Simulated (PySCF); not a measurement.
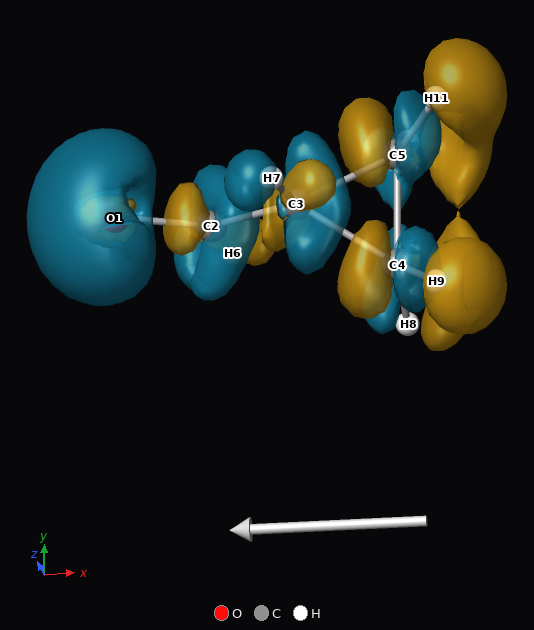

C$_{4}$H$_{6}$O, charge −1, doublet, SMILES `[O-][CH]C1CC1`. Change of the electron density in a uniform field of 0.15 V/Å along −x (arrow), surfaces at ±0.0015 e/Å³ (yellow: gain, teal: loss).

Method: r2SCAN/def2-SVP; geometry: GFN2-xTB; program: PySCF. No frequency check shows the geometry to be a minimum. For an anion such functionals hold the outermost electrons too loosely, so the response is rough. The stability of the open-shell solution wasn't checked. The basis has no diffuse functions, which an anion needs. GFN2-xTB doesn't know the spin state, so this open-shell geometry is rough.

Input

```python
import numpy as np
from pyscf import gto, scf, dft
from pyscf.scf import atom_ks, atom_hf
from scipy.linalg import block_diag

def solve(mol, dm0=None, hcore=None):
    mf = (dft.UKS if mol.spin else dft.RKS)(mol, xc='r2scan')
    mf.grids.level = 3
    mf = mf.density_fit(auxbasis='def2-universal-jkfit')
    mf.conv_tol, mf.max_cycle = 1e-8, 80
    if hcore is not None:
        mf.get_hcore = lambda *args: hcore
    mf.kernel(dm0)
    if not mf.converged:
        mf = mf.newton().run(mf.mo_coeff, mf.mo_occ, max_cycle=30)
    assert mf.converged, 'SCF not converged'
    return mf

mol = gto.M(atom='''
O     -2.24423     0.00027     0.16865
C     -1.06142    -0.00027    -0.37166
C      0.17303    -0.00027     0.38396
C      1.43942    -0.75430    -0.05957
C      1.43921     0.75460    -0.05981
H     -0.95626    -0.00115    -1.47678
H      0.00905    -0.00022     1.45880
H      1.42661    -1.24880    -1.02227
H      2.05356    -1.25892     0.67829
H      1.42627     1.24879    -1.02266
H      2.05322     1.25963     0.67789
''', basis='def2-svp', charge=-1, spin=1, verbose=4)
field = np.array([0.003, 0.0, 0.0])  # atomic units
mol.set_common_orig(mol.atom_charges() @ mol.atom_coords() / mol.atom_charges().sum())
mf = solve(mol)
out = dict(dm0=mf.make_rdm1(), d0=mf.dip_moment(unit='AU'), e0=mf.e_tot)
for name, sign in (('p', 1), ('m', -1)):
    h = mf.get_hcore() + sign * np.einsum('x,xij->ij', field, mol.intor('int1e_r'))
    mi = solve(mol, mf.make_rdm1(), h)
    out.update({'dm' + name: mi.make_rdm1(), 'd' + name: mi.dip_moment(unit='AU'), 'e' + name: mi.e_tot})
# spherically averaged free atoms, for the promolecule
atm = atom_ks.get_atm_nrks(mol, xc='r2scan')
pro = block_diag(*[(atm[a[0]][2] * atm[a[0]][3]) @ atm[a[0]][2].T for a in mol._atom])
np.savez('result.npz', pro=pro, **out)
```

Launched as:

```sh
OMP_NUM_THREADS=1 python input.py
```

The run took 2 min on 1 thread of Arm Neoverse V1, with other jobs on the host, peak memory 0.52 GiB.

Partitions, critical points and surface values were worked out afterwards from this run's density.

The field was applied in both directions; the picture shows the one opposite to the script's first.

> How large is the response?

The induced dipole is 0.57 D (along the field); α along this axis, from the fields in both directions, is 74 bohr³ (10.9 Å³).
